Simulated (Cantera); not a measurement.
Charge: 1 mol C2H5OH, 0.063 mol CO2, 0.18 mol N2, at 58.0 Pa.

Equilibrium computed with Cantera from the NASA thermochemical tables; the gas is ideal and each condensed phase is pure. Candidate condensed phases: C, C6H6, C7H8, C8H18, H2O; 169 gas species. Ions and electrons are included (thermal ionisation). Rates play no part.

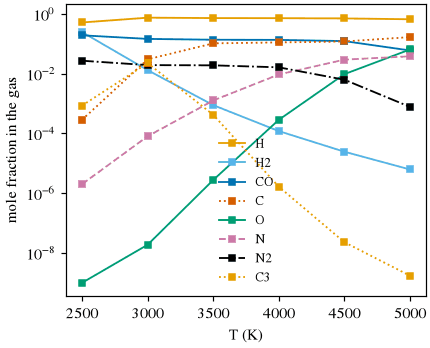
*Equilibrium gas composition (values under 1e-9 drawn at 1e-9)*

At 2500 K the condensed part is C(graphite). From 3000 K to 5000 K nothing is condensed. The main C-bearing gas is CO at 2500 K and C at 5000 K.
